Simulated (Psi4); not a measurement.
## SiH2: property calculation

SiH2, SMILES [SiH2], computed with CISD/cc-pVDZ-F12, RHF (Psi4 1.11).

The geometry comes from this level: PBE0-D4/def2-TZVP.

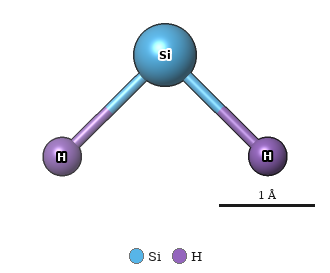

Fig. 1: The structure (ball-and-stick view, seen on its broad side).

Input file (h2si.in)
```
memory 1.6 GB

molecule m {
  0 1
  Si
  H 1 1.525397
  H 1 1.525426 2 91.17418
  units angstrom
  symmetry c1
  no_reorient
  no_com
}

set {
  basis cc-pVDZ-F12
  scf_type pk
  freeze_core true
  num_roots 4
  calc_s_squared true
  opdm true
}

E, wfn = energy('cisd', return_wfn=True)
oeprop(wfn, 'QUADRUPOLE', 'MULLIKEN_CHARGES', 'WIBERG_LOWDIN_INDICES', title='CISD')
```

Machine: 1 thread of AMD EPYC (Zen 5), 16 GiB of memory available, shared host.

Launch command:
```bash
psi4 -n 1 h2si.in h2si.out
```

Log
```
Psi4 1.11 release

   => Loading Basis Set <=

    Name: CC-PVDZ-F12
    Role: ORBITAL
    Keyword: BASIS

         ---------------------------------------------------------
                                   SCF
                              RHF Reference
                        1 Threads,   1525 MiB Core
         ---------------------------------------------------------

  ==> Geometry <==

    Molecular point group: c1
    Full point group: Cs

    Geometry (in Angstrom), charge = 0, multiplicity = 1:

       Center              X                  Y                   Z               Mass
    ------------   -----------------  -----------------  -----------------  -----------------
         SI           0.051247337368     0.050206751630     0.000000000000    27.976926534650
         H            0.051247337368    -1.475190248370     0.000000000000     1.007825032230
         H           -1.473858352968     0.081465586872     0.000000000000     1.007825032230

  Running in c1 symmetry.

  Rotational constants: A =      7.86761  B =      7.04414  C =      3.71657 [cm^-1]
  Rotational constants: A = 235865.13956  B = 211177.90358  C = 111419.93252 [MHz]
  Nuclear repulsion =    9.956245088352896

  Charge       = 0
  Multiplicity = 1
  Electrons    = 16
  Nalpha       = 8
  Nbeta        = 8

  ==> Algorithm <==

  SCF Algorithm Type is PK.
  DIIS enabled.
  MOM disabled.
  Fractional occupation disabled.
  Guess Type is SAD.
  Energy threshold   = 1.00e-08
  Density threshold  = 1.00e-08
  Integral threshold = 1.00e-12

  ==> Primary Basis <==

  Basis Set: CC-PVDZ-F12
    Blend: CC-PVDZ-F12
    Number of shells: 25
    Number of basis functions: 57
    Number of Cartesian functions: 60
    Spherical Harmonics?: true
    Max angular momentum: 2

  ==> Integral Setup <==

  Using in-core PK algorithm.
   Calculation information:
      Number of atoms:                   3
      Number of AO shells:              25
      Number of primitives:             79
      Number of atomic orbitals:        60
      Number of basis functions:        57

      Integral cutoff                 1.00e-12
      Number of threads:                 1

  Performing in-core PK
  Using 2734062 doubles for integral storage.
  We computed 52975 shell quartets total.
  Whereas there are 52975 unique shell quartets.

  ==> DiskJK: Disk-Based J/K Matrices <==

    J tasked:                  Yes
    K tasked:                  Yes
    wK tasked:                  No
    Memory [MiB]:             1144
    Schwarz Cutoff:          1E-12

  Minimum eigenvalue in the overlap matrix is 5.4899760001E-03.
  Reciprocal condition number of the overlap matrix is 1.0604634260E-03.
    Using symmetric orthogonalization.

  ==> Pre-Iterations <==

  SCF Guess: Superposition of Atomic Densities via on-the-fly atomic UHF (no occupation information).

   -------------------------
    Irrep   Nso     Nmo
   -------------------------
     A         57      57
   -------------------------
    Total      57      57
   -------------------------

  ==> Iterations <==

                        Total Energy        Delta E     RMS |[F,P]|

   @RHF iter SAD:  -289.44994919287564   -2.89450e+02   0.00000e+00
   @RHF iter   1:  -290.02209058539455   -5.72141e-01   2.36255e-03 ADIIS/DIIS
   @RHF iter   2:  -290.03006134259368   -7.97076e-03   5.72552e-04 ADIIS/DIIS
   @RHF iter   3:  -290.03089526388482   -8.33921e-04   1.73506e-04 ADIIS/DIIS
   @RHF iter   4:  -290.03109973859512   -2.04475e-04   2.97847e-05 DIIS
   @RHF iter   5:  -290.03110597685406   -6.23826e-06   3.91400e-06 DIIS
   @RHF iter   6:  -290.03110604076431   -6.39102e-08   7.63190e-07 DIIS
   @RHF iter   7:  -290.03110604369499   -2.93068e-09   1.08060e-07 DIIS
   @RHF iter   8:  -290.03110604374456   -4.95675e-11   1.19952e-08 DIIS
   @RHF iter   9:  -290.03110604374524   -6.82121e-13   2.23465e-09 DIIS
  Energy and wave function converged.

  ==> Post-Iterations <==

    Orbital Energies [Eh]
    ---------------------

    Doubly Occupied:

       1A    -68.800867     2A     -6.146423     3A     -4.249525
       4A     -4.247733     5A     -4.246947     6A     -0.673410
       7A     -0.456097     8A     -0.339935

    Virtual:

       9A     -0.003210    10A      0.061499    11A      0.065828
      12A      0.070927    13A      0.083557    14A      0.146004
      15A      0.196988    16A      0.360520    17A      0.363325
      18A      0.374953    19A      0.378302    20A      0.386558
      21A      0.427295    22A      0.447069    23A      0.459071
      24A      0.493407    25A      0.639180    26A      0.689258
      27A      0.766048    28A      0.823663    29A      0.849136
      30A      0.873213    31A      1.044932    32A      1.153916
      33A      1.307637    34A      1.317193    35A      1.345422
      36A      1.391332    37A      1.459565    38A      1.473607
      39A      1.521131    40A      1.579060    41A      2.744106
      42A      2.966899    43A      3.064798    44A      3.082551
      45A      3.097305    46A      3.132105    47A      3.230958
      48A      3.298312    49A      3.376714    50A      5.670241
      51A      5.676522    52A      5.705493    53A      5.771480
      54A      5.929540    55A     16.588318    56A     16.596454
      57A     16.598019

    Final Occupation by Irrep:
              A
    DOCC [     8 ]
    NA   [     8 ]
    NB   [     8 ]

  @RHF Final Energy:  -290.03110604374524

   => Energetics <=

    Nuclear Repulsion Energy =              9.9562450883528957
    One-Electron Energy =                -421.6528236942713193
    Two-Electron Energy =                 121.6654725621731643
    Total Energy =                       -290.0311060437452397

Computation Completed

Properties will be evaluated at   0.000000,   0.000000,   0.000000 [a0]

Properties computed using the SCF density matrix

 Multipole Moments:

 ------------------------------------------------------------------------------------
     Multipole            Electronic (a.u.)      Nuclear  (a.u.)        Total (a.u.)
 ------------------------------------------------------------------------------------

 L = 1.  Multiply by 2.5417464519 to convert [e a0] to [Debye]
 Dipole X            :          1.2681645           -1.3325372           -0.0643727
 Dipole Y            :          1.2423805           -1.3054798           -0.0630993
 Dipole Z            :          0.0000002            0.0000000            0.0000002
 Magnitude           :                                                    0.0901408

 ------------------------------------------------------------------------------------

	total time  =          1 seconds =       0.02 minutes
 MINTS: Wrapper to libmints.

   Calculation information:
      Number of threads:                 1
      Number of atoms:                   3
      Number of AO shells:              25
      Number of SO shells:              25
      Number of primitives:             79
      Number of atomic orbitals:        60
      Number of basis functions:        57

      Number of irreps:                  1
      Integral cutoff                 1.00e-12
      Number of functions per irrep: [  57 ]

 OEINTS: Overlap, kinetic, potential, dipole, and quadrupole integrals
         stored in file 35.

      Computing two-electron integrals...done
      Computed 496583 non-zero two-electron integrals.
        Stored in file 33.

        ==> Transform all two-electron integrals <==

	Presorting SO-basis two-electron integrals.
	Sorting File: SO Ints (nn|nn) nbuckets = 1
	Constructing frozen core operators
	Starting first half-transformation.
	Sorting half-transformed integrals.
	First half integral transformation complete.
	Starting second half-transformation.
	Two-electron integral transformation complete.

	total time  =          0 seconds =       0.00 minutes

        **********************************************************
        *                                                        *
        *                   CCSD Integral Sort                   *
        *                                                        *
        **********************************************************

        CC integral sort will use                     68.69 mb

        Number of (ab|cd) temporary files:                2
        Number of (ab|ci) temporary files:                3
        Starting temporary file number:                 270

        Initial sort........done.

        Sort (IJ|KL)........done.
        Sort (IJ|KA) 1/2....done.
        Sort (IJ|KA) 2/2....done.
        Sort (IA|JB)........done.
        Sort (IJ|AB)........done.
        Sort (IA|BC) 1/3....done.
        Sort (IA|BC) 2/3....done.
        Sort (IA|BC) 3/3....done.
        Sort (AB|CD) 1/2....done.
        Sort (AB|CD) 2/2....done.

	total time  =          0 seconds =       0.00 minutes

        *******************************************************
        *                                                     *
        *                        CISD                         *
        *      Singles Doubles Configuration Interaction      *
        *                                                     *
        *                                                     *
        *******************************************************

  ==> Input parameters <==

        Freeze core orbitals?                 yes
        Use frozen natural orbitals?           no
        r_convergence:                  1.000e-07
        e_convergence:                  1.000e-06
        Number of DIIS vectors:                 8
        Number of frozen core orbitals:         5
        Number of active occupied orbitals:     3
        Number of active virtual orbitals:     49
        Number of frozen virtual orbitals:      0

  ==> Memory <==

        available memory =                           1525.88 mb
        minimum memory requirements for QCISD =         0.54 mb
        (T) algorithm:                                  0.34 mb (low-memory)
        memory requirements for QCISD(T) =              0.34 mb

  ==> Define tiling <==

        v(ab,cd) diagrams will be evaluated in   1 blocks.
        v(ab,ci) diagrams will be evaluated in   1 blocks over ov2.
        v(ab,ci) diagrams will be evaluated in   1 blocks over ov.

  Allocate cpu memory (    11.98 mb).....done.
  Initialize cpu memory..................done.

  Begin CISD iterations

   Iter  DIIS          Energy       d(Energy)          |d(T)|     time
      0   0 1   -0.0985852139   -0.0985852139    0.2147323109        0
      1   1 1   -0.1143562667   -0.0157710528    0.0486550959        0
      2   2 1   -0.1199990364   -0.0056427697    0.0208741201        0
      3   3 1   -0.1211522214   -0.0011531849    0.0062040615        0
      4   4 1   -0.1212518568   -0.0000996354    0.0022364391        0
      5   5 1   -0.1212646257   -0.0000127689    0.0006995358        0
      6   6 1   -0.1212659215   -0.0000012958    0.0002291137        0
      7   7 1   -0.1212660684   -0.0000001468    0.0000786055        1
      8   8 1   -0.1212660870   -0.0000000187    0.0000227014        0
      9   8 2   -0.1212660886   -0.0000000016    0.0000068101        0
     10   8 3   -0.1212660888   -0.0000000001    0.0000019682        0
     11   8 4   -0.1212660888   -0.0000000000    0.0000005711        0
     12   8 5   -0.1212660888   -0.0000000000    0.0000001467        0
     13   8 6   -0.1212660888   -0.0000000000    0.0000000419        0

  CISD iterations converged!

  CISD variational energy:      -0.121266088784
  CISD transition energy:       -0.121266088062

        OS SCS-MP2 correlation energy:          -0.105719125452
        SS SCS-MP2 correlation energy:          -0.003495314241
        SCS-MP2 correlation energy:             -0.109214439692
      * SCS-MP2 total energy:                 -290.140320483438

        OS MP2 correlation energy:              -0.088099271210
        SS MP2 correlation energy:              -0.010485942722
        MP2 correlation energy:                 -0.098585213932
      * MP2 total energy:                     -290.129691257677

        OS CISD correlation energy:             -0.110137311150
        SS CISD correlation energy:             -0.011128776912
        CISD correlation energy:                -0.121266088784
      * CISD total energy:                    -290.152372132529

  Total time for CISD iterations:       0.05 s (user)
                                        0.05 s (system)
                                           1 s (total)

  Time per iteration:                   0.00 s (user)
                                        0.00 s (system)
                                        0.08 s (total)

	total time  =          1 seconds =       0.02 minutes

Properties will be evaluated at   0.000000,   0.000000,   0.000000 [a0]

Properties computed using the CISD density matrix

 Multipole Moments:

 ------------------------------------------------------------------------------------
     Multipole            Electronic (a.u.)      Nuclear  (a.u.)        Total (a.u.)
 ------------------------------------------------------------------------------------

 L = 1.  Multiply by 2.5417464519 to convert [e a0] to [Debye]
 Dipole X            :          1.3089306           -1.3325372           -0.0236065
 Dipole Y            :          1.2823228           -1.3054798           -0.0231569
 Dipole Z            :          0.0000002            0.0000000            0.0000002
 Magnitude           :                                                    0.0330683

 L = 2.  Multiply by 1.3450342976 to convert [e a0^2] to [Debye ang]
 Quadrupole XX       :        -20.8504931            7.8979555          -12.9525376
 Quadrupole XY       :         -0.1464856           -0.5701092           -0.7165948
 Quadrupole XZ       :          0.0000007            0.0000000            0.0000007
 Quadrupole YY       :        -20.8441363            7.9210252          -12.9231111
 Quadrupole YZ       :          0.0000006            0.0000000            0.0000006
 Quadrupole ZZ       :         -9.2443587            0.0000000           -9.2443587
 Traceless XX        :         -3.8708304            2.6249619           -1.2458685
 Traceless YY        :         -3.8644736            2.6480316           -1.2164420
 Traceless ZZ        :          7.7353040           -5.2729936            2.4623104

 ------------------------------------------------------------------------------------
  Mulliken Charges: (a.u.)
   Center  Symbol    Alpha    Beta     Spin     Total
       1    SI     6.78917  6.78917  0.00000  0.42165
       2     H     0.60541  0.60541  0.00000 -0.21083
       3     H     0.60541  0.60541  0.00000 -0.21083

   Total alpha =  8.00000, Total beta =  8.00000, Total charge = -0.00000

  Wiberg Bond Indices using Orthogonal Lowdin Orbitals:

  Irrep: 1 Size: 3 x 3

                 1                   2                   3

    1     0.00000000000000     1.07961706379351     1.07960249276912
    2     1.07961706379351     0.00000000000000     0.06109902781121
    3     1.07960249276912     0.06109902781121     0.00000000000000

  Atomic Valences:

 #  #
 Irrep: 1
      1:    2.159219556562630
      2:    1.140716091604719
      3:    1.140701520580330

    Psi4 run time: 0:00:02.09
```

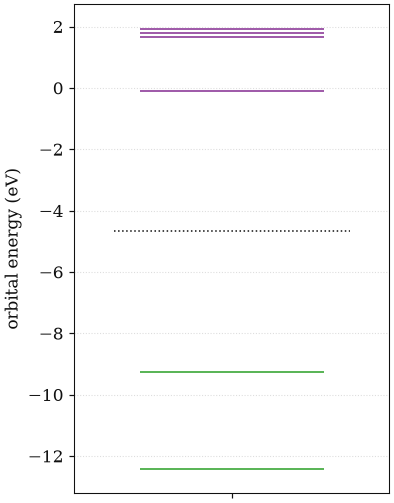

Fig. 2: Orbital energies near the frontier (SCF reference); the dotted line parts filled from empty levels, and levels within 0.02 eV of each other stand side by side. Highest filled −9.25 eV, lowest empty −0.09 eV, 9.16 eV apart.

Summary

- outcome: converged
- total energy: −290.152372 hartree
- SCF energy: −290.031106 hartree
- MP2 energy: −290.129691 hartree
- correlation energy: −0.121266 hartree
- basis functions: 57
- HOMO of the SCF reference: −9.25 eV
- LUMO of the SCF reference: −0.09 eV
- wall time: 2.7 s
- peak memory: 0.39 GiB
